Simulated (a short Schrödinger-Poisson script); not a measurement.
Stack: symmetric double-gate stack, Al2O3 on p-type Si(100), at 77 K.

```
layer  material  thickness (nm)  Na (cm⁻³)
-----  --------  --------------  ---------
1         Al2O3             6.2          -
2            Si               4       8e17
3         Al2O3             6.2          -
```

The device is made up for the run: typed textbook-type constants, with dimensions and the other settings drawn at random. Al2O3: permittivity 9, conduction-band edge (eV) 2.7, gap (eV) 6.8, electron mass (mₑ) 0.3. Si: permittivity 11.7, conduction-band edge (eV) 0, gap (eV) 1.124, Nv at 300 K (cm⁻³) 3.1e19.

Channel valleys (confinement mass, in-plane density-of-states mass, number): Δ2 0.916, 0.19, 2; Δ4 0.19, 0.417, 4. At the gates, both at one voltage, the conduction-band edge of layer 1 lies 2.88 eV − eVg above the Fermi level of the channel. Gaps are held at their typed values at every temperature. Mesh 0.03 nm at interfaces.

From a short Schrödinger-Poisson script (our own, NumPy): 1D Poisson equation in equilibrium, electrons quantum, Hartree (BenDaniel-Duke, 12 states a valley, the channel's in-plane mass for all, wave functions free to enter the dielectric), parabolic valleys, classical holes, full ionisation, no traps, pinning or gate leakage.

Only gate voltages with over 1e8 electrons/cm² are shown.

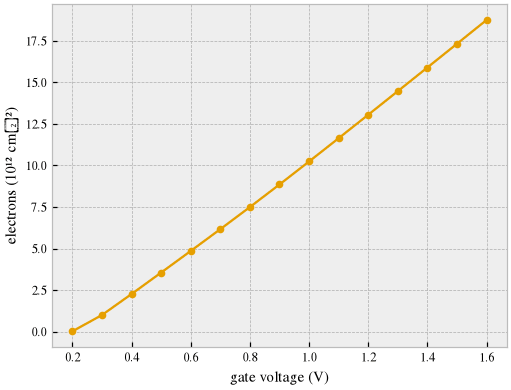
Figure. Sheet density against gate voltage

```csv
Vg (V),electrons (cm⁻²),C (μF/cm²),Δ2 E0 (meV),Δ2 E1 (meV),Δ4 E0 (meV),Δ4 E1 (meV)
0.2,1.73e10,0.368,27.2,98.5,93.4,363.7
0.4,2.26e12,2.06,-13.4,53.4,51.9,316.7
0.6,4.85e12,2.09,-30.3,31.8,34.2,293.0
0.8,7.49e12,2.15,-44.7,12.9,19.1,272.3
1,1.02e13,2.23,-53.8,0.0,9.6,257.7
1.2,1.30e13,2.27,-59.1,-8.8,4.0,247.3
1.4,1.59e13,2.29,-63.1,-16.1,-0.1,238.6
1.6,1.88e13,2.30,-66.4,-22.6,-3.5,230.8
```

Subbands count from the Fermi level. The capacitance is that of both gates.
